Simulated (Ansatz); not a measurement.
## Electronic structure of C3H7Cl3Si (SMILES CC(C)[Si](Cl)(Cl)Cl) in real space

Input file:

```
crystal:
  periodic: [false, false, false]
  atoms:
    - {symbol: C, position_ang: [-1.136360, -0.537882, 0.902514]}
    - {symbol: C, position_ang: [-0.096150, -0.406294, -0.207642]}
    - {symbol: C, position_ang: [1.300837, -0.787598, 0.276901]}
    - {symbol: Si, position_ang: [-0.114306, 1.297314, -0.958262]}
    - {symbol: Cl, position_ang: [1.215073, 1.426727, -2.502185]}
    - {symbol: Cl, position_ang: [0.386855, 2.706496, 0.432563]}
    - {symbol: Cl, position_ang: [-1.966642, 1.752512, -1.685823]}
    - {symbol: H, position_ang: [-1.142764, -1.560845, 1.288889]}
    - {symbol: H, position_ang: [-0.905756, 0.128347, 1.737859]}
    - {symbol: H, position_ang: [-2.143982, -0.304630, 0.553401]}
    - {symbol: H, position_ang: [-0.377162, -1.067790, -1.038291]}
    - {symbol: H, position_ang: [1.295929, -1.810782, 0.662713]}
    - {symbol: H, position_ang: [2.043398, -0.733458, -0.521387]}
    - {symbol: H, position_ang: [1.628129, -0.131416, 1.087549]}
basis:
  gaussian: {orbitals: def2-TZVPP}
hamiltonian: {xc: pbe0, dispersion: d4}
output: {orbitals: {seedname: orbitals}}
```

Launched as:

```sh
ansatz run in.yaml --threads 2 --pin off --events-out ev --progress --plain --max-ram 32768MiB --backend cuda --devices 0, --max-vram 18GiB
```

Geometry: PBE0-D4/def2-TZVP.

Computed with RKS PBE0-D4/def2-TZVPP in Ansatz.

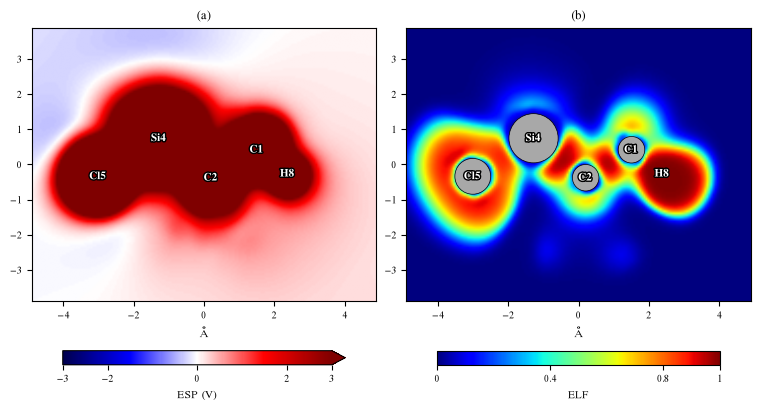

Figure 1. (a) electrostatic potential; (b) ELF on the plane of atoms C2, C1 and H8. Grey discs cover the atomic cores in the ELF map.

Question: What do the fields say about this system?

Answer: Atoms in the plane: C, Si, Cl and H.
C–C (1.53 Å): the ELF peaks at about 0.95 between the atoms (localised, covalent bonding).
C–Si (1.86 Å): the ELF peaks at about 0.95 between the atoms: localised, covalent bonding.
Si–Cl (2.04 Å): the ELF peaks at about 0.85 between the atoms (a polar covalent bond).
C–H (1.09 Å): the ELF climbs to about 1 towards the hydrogen, as it does in any bond to H: a covalent bond by its length.
The ELF also peaks beside Cl5, away from the bonds: lone-pair regions.
Outside the dense part of the molecule the potential is most negative (−0.4 V) near Cl6, which lies off the plane.

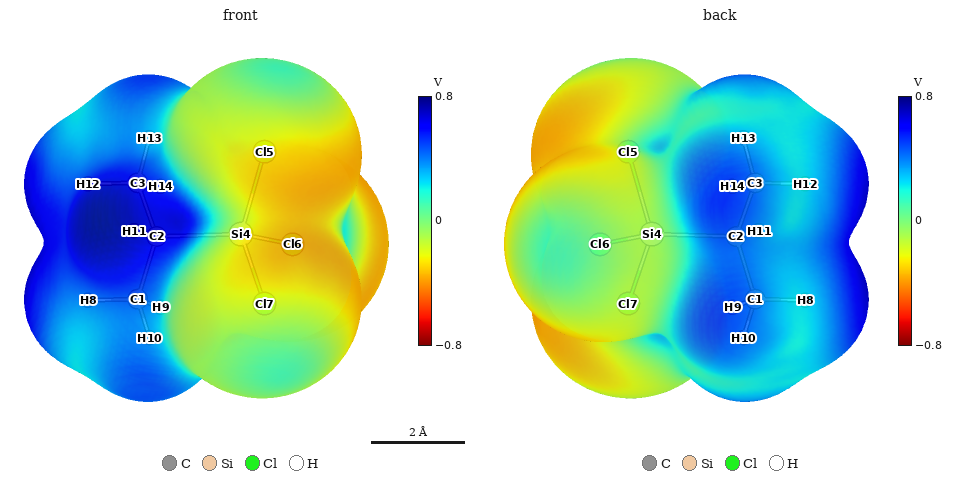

Figure 2. The electrostatic potential painted on the density surface at 0.001 e/bohr³, seen from the front and from behind; red is negative and blue positive.

Question: Describe the electrostatic potential map.

Answer: The most negative region (about −0.4 V) lies over Cl5, Cl6 and Cl7, the most positive (about +0.8 V) over H11.

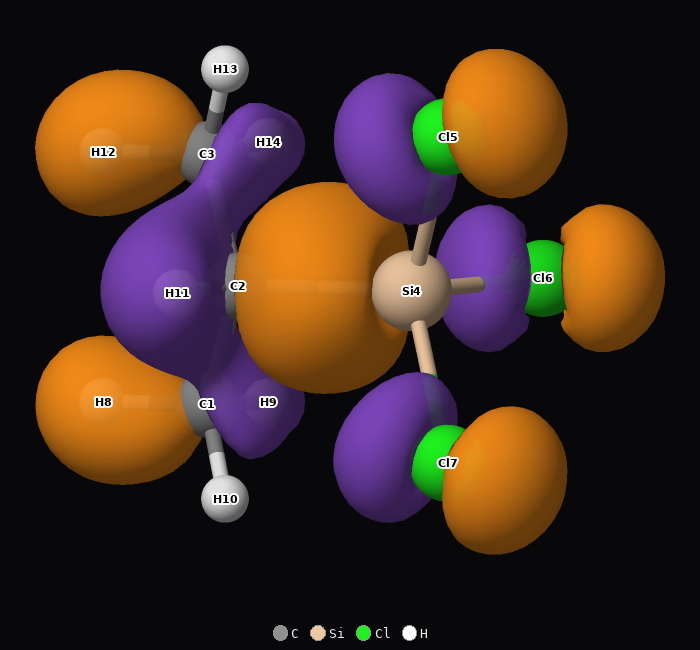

Figure 3. The HOMO at ±0.1 Å⁻³ᐟ² (orange and purple are the two phases), seen at a tilt.

Question: What is the character of this orbital?

Answer: By Hirshfeld shares it lies mainly on C2 (about 25 %), Si4 (about 15 %), Cl7 (about 10 %), Cl5 (about 10 %), Cl6 (about 10 %), C1 (about 5 %) and C3 (about 5 %). Its energy is −8.65 eV.
